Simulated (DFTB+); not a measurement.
**Geometry relaxation, with input and output: C₄H₂ (charge +1)**

System: C₄H₂, charge +1, multiplicity 2, SMILES C#C[C]=[CH+].
Method: DFTB2, R-SCC (DFTB+ 25.1).

The geometry comes from this level: GFN2-xTB.

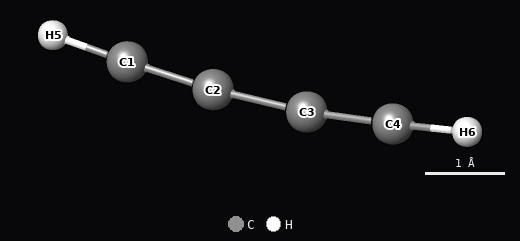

Figure 1. The input geometry (ball-and-stick view, seen at a tilt; atoms are numbered from 1 in the order of the input).

Input (dftb_in.hsd)
```
Geometry {
  TypeNames {
    "C" "H"
  }
  TypesAndCoordinates [Angstrom] {
    1 1.819810 -0.389410 -0.346970
    1 0.639370 -0.067610 -0.212330
    1 -0.643770 0.212280 0.021650
    1 -1.821170 0.395140 0.330330
    2 2.840800 -0.682740 -0.418180
    2 -2.835040 0.532340 0.625480
  }
}
Driver = GeometryOptimisation {
  Optimiser = Rational {}
  MaxSteps = 200
  Convergence {
    GradElem = 0.003
  }
  AppendGeometries = Yes
}
Hamiltonian = DFTB {
  SCC = Yes
  SlaterKosterFiles = Type2FileNames {
    Prefix = "slakos/"
    Separator = ""
    Suffix = ".spl"
    LowerCaseTypeName = Yes
  }
  MaxAngularMomentum {
    C = "p"
    H = "s"
  }
  Charge = 1
  SCCTolerance = 1e-08
  Filling = Fermi {
    Temperature [K] = 300
  }
  SpinPolarisation = Colinear {
    UnpairedElectrons = 1
  }
  SpinConstants {
    ShellResolvedSpin = No
    C = 0.0
    H = 0.0
  }
}
Analysis {
  PrintForces = Yes
}
Options {
  WriteResultsTag = Yes
}
ParserOptions {
  ParserVersion = 14
}
```

Hardware: 1 thread of Intel Xeon @ 2.50GHz (Skylake/Cascade Lake), 189 GiB of memory available, shared host.

Launched with:
```bash
dftb+ > dftb.out
```

Log
```
|  DFTB+ development version (commit: a23bfb2)

Reading input file 'dftb_in.hsd'
Parser version: 14

--------------------------------------------------------------------------------
Reading SK-files:
./slakos/cc.spl
./slakos/ch.spl
./slakos/hh.spl
Done.

Processed input in HSD format written to 'dftb_pin.hsd'

Starting initialization...
--------------------------------------------------------------------------------
WARNING!
-> Dipole printed for a charged system : origin dependent quantity
OpenMP threads:              1
Chosen random seed:          2265726
Current stacksize:           unlimited
Mode:                        Geometry optimisation relaxation
Self consistent charges:     Yes
SCC-tolerance:                 0.100000E-07
Max. scc iterations:                    100
Shell resolved Hubbard:      No
Spin polarisation:           Yes
Nr. of up electrons:             9.000000
Nr. of down electrons:           8.000000
Periodic boundaries:         No
Electronic solver:           Relatively robust
Mixer:                       Broyden mixer
Mixing parameter:                  0.200000
Nr. of chrg. vec. in memory:            100
Max. SCC-cycles:                        100
Max. nr. of geometry steps:             200
Electronic temperature:              0.950045E-03 H      0.258520E-01 eV
Initial charges:             Set automatically (system chrg:   0.100E+01)
Included shells:             C:  s, p
                             H:  s
Spin coupling constants:     C   1(s)-1(s):   0.000000E+00
                             C   1(s)-2(p):   0.000000E+00
                             C   2(p)-1(s):   0.000000E+00
                             C   2(p)-2(p):   0.000000E+00
                             H   1(s)-1(s):   0.000000E+00
Extra options:
                             Mulliken analysis
                             Force calculation
Force type                   original

--------------------------------------------------------------------------------

***  Geometry step: 0

 iSCC Total electronic   Diff electronic      SCC error
    1   -0.75021304E+01    0.00000000E+00    0.51716602E+00
    2   -0.74740326E+01   -0.75021304E+01    0.25629597E+00
    3   -0.75120017E+01    0.28097795E-01    0.11727233E+00
    4   -0.75226914E+01   -0.37969132E-01    0.14929988E-01
    5   -0.75227430E+01   -0.10689677E-01    0.40373149E-02
    6   -0.75227501E+01   -0.51642853E-04    0.26103777E-03
    7   -0.75227501E+01   -0.70950876E-05    0.19431914E-03
    8   -0.75227501E+01   -0.68017236E-08    0.13121940E-05
    9   -0.75227501E+01   -0.38435823E-08    0.55442082E-06
   10   -0.75227501E+01   -0.59774408E-12    0.24186302E-06
   11   -0.75227501E+01   -0.14122037E-12    0.11857090E-07
   12   -0.75227501E+01    0.60396133E-13    0.19574720E-09

Total Energy:                       -7.0899355656 H         -192.9270 eV
Extrapolated to 0K:                 -7.0905936314 H         -192.9449 eV
Total Mermin free energy:           -7.0912516973 H         -192.9628 eV
Force related energy:               -7.0912516973 H         -192.9628 eV

total energy  -7.0912517E+00 H       energy change -7.0912517E+00 H
gradient norm  3.5534458E-02 H/a0    max. gradient  1.6730281E-02 H/a0
step length    0.0000000E+00 a0      max. step      0.0000000E+00 a0

--------------------------------------------------------------------------------

***  Geometry step: 1

 iSCC Total electronic   Diff electronic      SCC error
    1   -0.75090418E+01    0.00000000E+00    0.15702261E-02
    2   -0.75090419E+01    0.13708324E-01    0.12425980E-02
    3   -0.75090419E+01   -0.10416674E-06    0.40899225E-03
    4   -0.75090419E+01    0.16171144E-07    0.44387259E-04
    5   -0.75090419E+01   -0.44845883E-07    0.12868255E-04
    6   -0.75090419E+01   -0.11991910E-08    0.10676543E-05
    7   -0.75090419E+01   -0.36559200E-10    0.69540046E-06
    8   -0.75090419E+01   -0.21227464E-12    0.26107395E-08

Total Energy:                       -7.0909951070 H         -192.9558 eV
Extrapolated to 0K:                 -7.0916532016 H         -192.9737 eV
Total Mermin free energy:           -7.0923112963 H         -192.9916 eV
Force related energy:               -7.0923112963 H         -192.9916 eV

total energy  -7.0923113E+00 H       energy change -1.0595990E-03 H
gradient norm  2.7771457E-02 H/a0    max. gradient  1.6579234E-02 H/a0
step length    3.5534458E-02 a0      max. step      1.6730281E-02 a0

--------------------------------------------------------------------------------

***  Geometry step: 2

 iSCC Total electronic   Diff electronic      SCC error
    1   -0.74793711E+01    0.00000000E+00    0.90083829E-02
    2   -0.74793716E+01    0.29670848E-01    0.69105571E-02
    3   -0.74793719E+01   -0.48780281E-06    0.86578300E-03
    4   -0.74793719E+01   -0.32142439E-06    0.42445272E-03
    5   -0.74793719E+01   -0.46836944E-07    0.76126105E-04
    6   -0.74793720E+01   -0.11322007E-07    0.52361919E-05
    7   -0.74793720E+01   -0.27338478E-08    0.17711042E-05
    8   -0.74793720E+01   -0.11830537E-10    0.21006477E-07
    9   -0.74793720E+01   -0.59152683E-12    0.12452153E-08

Total Energy:                       -7.0924441348 H         -192.9952 eV
Extrapolated to 0K:                 -7.0931022974 H         -193.0131 eV
Total Mermin free energy:           -7.0937604600 H         -193.0310 eV
Force related energy:               -7.0937604600 H         -193.0310 eV

total energy  -7.0937605E+00 H       energy change -1.4491637E-03 H
gradient norm  3.9291409E-02 H/a0    max. gradient  2.5519525E-02 H/a0
step length    1.3166471E-01 a0      max. step      7.4102860E-02 a0

--------------------------------------------------------------------------------

***  Geometry step: 3

 iSCC Total electronic   Diff electronic      SCC error
    1   -0.74609435E+01    0.00000000E+00    0.70339635E-02
    2   -0.74609469E+01    0.18428462E-01    0.48120914E-02
    3   -0.74609476E+01   -0.34106774E-05    0.15085442E-02
    4   -0.74609478E+01   -0.66055485E-06    0.18650292E-03
    5   -0.74609478E+01   -0.24046631E-06    0.55099774E-04
    6   -0.74609478E+01   -0.86290965E-08    0.71938128E-05
    7   -0.74609478E+01   -0.76247186E-09    0.20773658E-05
    8   -0.74609478E+01   -0.10388135E-10    0.16540391E-07
    9   -0.74609478E+01   -0.64126482E-12    0.42943183E-08

Total Energy:                       -7.0926972531 H         -193.0021 eV
Extrapolated to 0K:                 -7.0933554501 H         -193.0200 eV
Total Mermin free energy:           -7.0940136470 H         -193.0379 eV
Force related energy:               -7.0940136470 H         -193.0379 eV

total energy  -7.0940136E+00 H       energy change -2.5318696E-04 H
gradient norm  2.3010821E-02 H/a0    max. gradient  1.1177725E-02 H/a0
step length    3.6475877E-02 a0      max. step      1.7461514E-02 a0

--------------------------------------------------------------------------------

***  Geometry step: 4

 iSCC Total electronic   Diff electronic      SCC error
    1   -0.74702571E+01    0.00000000E+00    0.23530787E-02
    2   -0.74702575E+01   -0.93092943E-02    0.16063903E-02
    3   -0.74702575E+01   -0.36058579E-06    0.62664153E-03
    4   -0.74702576E+01   -0.69589156E-07    0.65106027E-04
    5   -0.74702576E+01   -0.25683291E-07    0.14759566E-04
    6   -0.74702576E+01   -0.11891617E-08    0.97565796E-06
    7   -0.74702576E+01   -0.53736571E-10    0.66606421E-06
    8   -0.74702576E+01   -0.15631940E-12    0.57755023E-08

Total Energy:                       -7.0928283433 H         -193.0057 eV
Extrapolated to 0K:                 -7.0934865297 H         -193.0236 eV
Total Mermin free energy:           -7.0941447162 H         -193.0415 eV
Force related energy:               -7.0941447162 H         -193.0415 eV

total energy  -7.0941447E+00 H       energy change -1.3106917E-04 H
gradient norm  3.5954853E-03 H/a0    max. gradient  1.5000058E-03 H/a0
step length    1.8207448E-02 a0      max. step      8.7531026E-03 a0

Geometry converged

--------------------------------------------------------------------------------
--------------------------------------------------------------------------------
SCC                                    +       0.10 ( 89.6%)       1.17 ( 94.7%)
Post-SCC processing                    +       0.01 (  8.2%)       0.06 (  5.2%)
--------------------------------------------------------------------------------
Missing                                +       0.00 (  2.2%)       0.00 (  0.1%)
Total                                  =       0.11 (100.0%)       1.23 (100.0%)
--------------------------------------------------------------------------------
```

File detailed.out
```
Fermi distribution function

Geometry optimization step: 4

********************************************************************************
 iSCC Total electronic   Diff electronic      SCC error
    8   -0.74702576E+01   -0.15631940E-12    0.57755023E-08
********************************************************************************

 Total charge:     1.00000000

 Atomic gross charges (e)
 Atom           Charge
    1       0.09575127
    2       0.14963441
    3       0.14965505
    4       0.09592683
    5       0.25452249
    6       0.25450995

Nr. of electrons (up):      9.00000000
Atom populations (up)
 Atom       Population
    1       2.12283911
    2       2.00437901
    3       2.00444774
    4       2.12283591
    5       0.37274412
    6       0.37275411

l-shell populations (up)
 Atom Sh.   l       Population
    1   1   0       0.65341146
    1   2   1       1.46942765
    2   1   0       0.58429504
    2   2   1       1.42008397
    3   1   0       0.58438587
    3   2   1       1.42006187
    4   1   0       0.65345873
    4   2   1       1.46937718
    5   1   0       0.37274412
    6   1   0       0.37275411

Orbital populations (up)
 Atom Sh.   l   m       Population  Label
    1   1   0   0       0.65341146  s
    1   2   1  -1       0.49754799  p_y
    1   2   1   0       0.50187024  p_z
    1   2   1   1       0.47000942  p_x
    2   1   0   0       0.58429504  s
    2   2   1  -1       0.49429067  p_y
    2   2   1   0       0.49676582  p_z
    2   2   1   1       0.42902748  p_x
    3   1   0   0       0.58438587  s
    3   2   1  -1       0.49596791  p_y
    3   2   1   0       0.49520353  p_z
    3   2   1   1       0.42889044  p_x
    4   1   0   0       0.65345873  s
    4   2   1  -1       0.50167271  p_y
    4   2   1   0       0.49698303  p_z
    4   2   1   1       0.47072144  p_x
    5   1   0   0       0.37274412  s
    6   1   0   0       0.37275411  s

Nr. of electrons (down):      8.00000000
Atom populations (down)
 Atom       Population
    1       1.78140962
    2       1.84598659
    3       1.84589721
    4       1.78123726
    5       0.37273338
    6       0.37273594

l-shell populations (down)
 Atom Sh.   l       Population
    1   1   0       0.65340661
    1   2   1       1.12800301
    2   1   0       0.58426513
    2   2   1       1.26172145
    3   1   0       0.58434247
    3   2   1       1.26155474
    4   1   0       0.65345871
    4   2   1       1.12777855
    5   1   0       0.37273338
    6   1   0       0.37273594

Orbital populations (down)
 Atom Sh.   l   m       Population  Label
    1   1   0   0       0.65340661  s
    1   2   1  -1       0.34174678  p_y
    1   2   1   0       0.33030051  p_z
    1   2   1   1       0.45595572  p_x
    2   1   0   0       0.58426513  s
    2   2   1  -1       0.42004086  p_y
    2   2   1   0       0.41855837  p_z
    2   2   1   1       0.42312222  p_x
    3   1   0   0       0.58434247  s
    3   2   1  -1       0.41997761  p_y
    3   2   1   0       0.41869949  p_z
    3   2   1   1       0.42287764  p_x
    4   1   0   0       0.65345871  s
    4   2   1  -1       0.33475589  p_y
    4   2   1   0       0.33811019  p_z
    4   2   1   1       0.45491247  p_x
    5   1   0   0       0.37273338  s
    6   1   0   0       0.37273594  s

Spin  up
Fermi level:                        -0.4236935380 H          -11.5293 eV
Band energy:                        -6.1636224386 H         -167.7207 eV
TS:                                  0.0000000000 H            0.0000 eV
Band free energy (E-TS):            -6.1636224386 H         -167.7207 eV
Extrapolated E(0K):                 -6.1636224386 H         -167.7207 eV
Input / Output electrons (up):      9.0000000000      9.0000000000

Spin  down
Fermi level:                        -0.5175794515 H          -14.0841 eV
Band energy:                        -5.6460443244 H         -153.6367 eV
TS:                                  0.0013163729 H            0.0358 eV
Band free energy (E-TS):            -5.6473606973 H         -153.6725 eV
Extrapolated E(0K):                 -5.6467025109 H         -153.6546 eV
Input / Output electrons (down):      8.0000000000      8.0000000000

Energy H0:                          -7.5925305597 H         -206.6033 eV
Energy SCC:                          0.1222729973 H            3.3272 eV
Energy SPIN:                         0.0000000000 H            0.0000 eV
Total Electronic energy:            -7.4702575624 H         -203.2761 eV
Repulsive energy:                    0.3774292191 H           10.2704 eV
Total energy:                       -7.0928283433 H         -193.0057 eV
Extrapolated to 0:                  -7.0934865297 H         -193.0236 eV
Total Mermin free energy:           -7.0941447162 H         -193.0415 eV
Force related energy:               -7.0941447162 H         -193.0415 eV

Non-constrained calculation

SCC converged

Full geometry written in geo_end.{xyz|gen}

Total Forces
    1     -0.000741899947      0.000384332245      0.000420119842
    2      0.000077893351     -0.000767704593      0.000920689993
    3     -0.000568293493     -0.001018402451      0.001390188913
    4      0.001500005782     -0.000172698649     -0.000406870633
    5      0.000472489667      0.000585530147     -0.001360673419
    6     -0.000740195360      0.000988943301     -0.000963454697

Maximal derivative component:        0.150001E-02 au

Warning: dipole moment is not defined absolutely!
Dipole moment:    0.00073090   -0.03050073    0.04284076 au
Dipole moment:    0.00185777   -0.07752514    0.10889036 Debye

Geometry converged
```

Trajectory as extended XYZ (Å, eV, eV/Å), 5 frames, from step=0 to step=4
```
6
Properties=species:S:1:pos:R:3 step=0 energy=-192.96279
C     1.8198   -0.3894   -0.3470
C     0.6394   -0.0676   -0.2123
C    -0.6438    0.2123    0.0216
C    -1.8212    0.3951    0.3303
H     2.8408   -0.6827   -0.4182
H    -2.8350    0.5323    0.6255
6
Properties=species:S:1:pos:R:3 step=1 energy=-192.99162
C     1.8285   -0.3916   -0.3481
C     0.6426   -0.0678   -0.2137
C    -0.6470    0.2134    0.0216
C    -1.8300    0.3968    0.3324
H     2.8495   -0.6848   -0.4196
H    -2.8437    0.5340    0.6273
6
Properties=species:S:1:pos:R:3 step=2 energy=-193.03106
C     1.8490   -0.3961   -0.3510
C     0.6596   -0.0698   -0.2189
C    -0.6644    0.2178    0.0234
C    -1.8500    0.4009    0.3365
H     2.8887   -0.6944   -0.4258
H    -2.8829    0.5416    0.6357
6
Properties=species:S:1:pos:R:3 step=3 energy=-193.03795
C     1.8543   -0.3972   -0.3515
C     0.6522   -0.0681   -0.2178
C    -0.6567    0.2159    0.0221
C    -1.8556    0.4020    0.3377
H     2.8979   -0.6963   -0.4277
H    -2.8921    0.5437    0.6373
6
Properties=species:S:1:pos:R:3 step=4 energy=-193.04151
C     1.8499   -0.3961   -0.3508
C     0.6533   -0.0689   -0.2173
C    -0.6577    0.2155    0.0230
C    -1.8513    0.4013    0.3367
H     2.8933   -0.6949   -0.4275
H    -2.8875    0.5431    0.6359
```

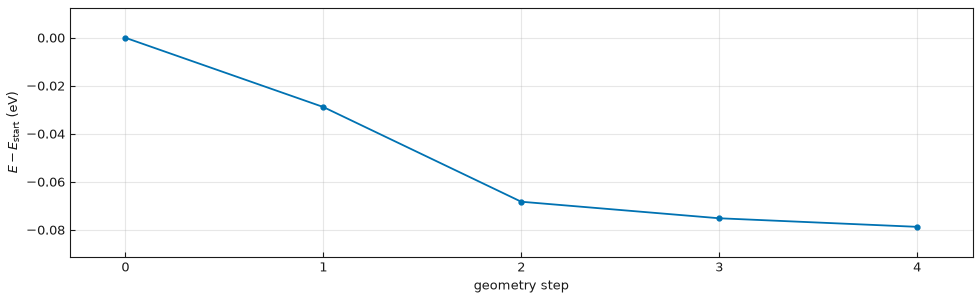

Figure 2. Progress of the relaxation, step by step (steps are counted from 0).

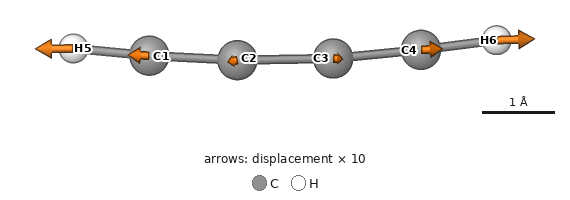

Figure 3. The starting structure with the displacements as orange arrows, magnified 10 times (ball-and-stick view, seen at a tilt). The two geometries are laid on each other by the best rigid fit. The largest moves after the best rigid fit, 0.055 Å, are those of H5 and H6. Largest moves by element: H 0.055 Å, C 0.031 Å. Among the contacts that change: C2–C3 1.334 → 1.363 Å, C1–H5 1.065 → 1.088 Å, C1–C2 1.231 → 1.248 Å. Over 4 geometry steps the energy falls by 0.079 eV. (Atoms are counted from 1 in the order of the input.)

Summary

- outcome: converged
- total energy: −7.094145 hartree
- basis functions: 18
- largest force: 0.093 eV/Å
- wall time: 1.3 s
- peak memory: 0.07 GiB

Remarks

Settings chosen away from the usual ones: gtol. These settings are looser than, or depart from, a standard set-up, so the numbers are not reference values for this system. The record of the run, not the program, notes: no spin polarisation.
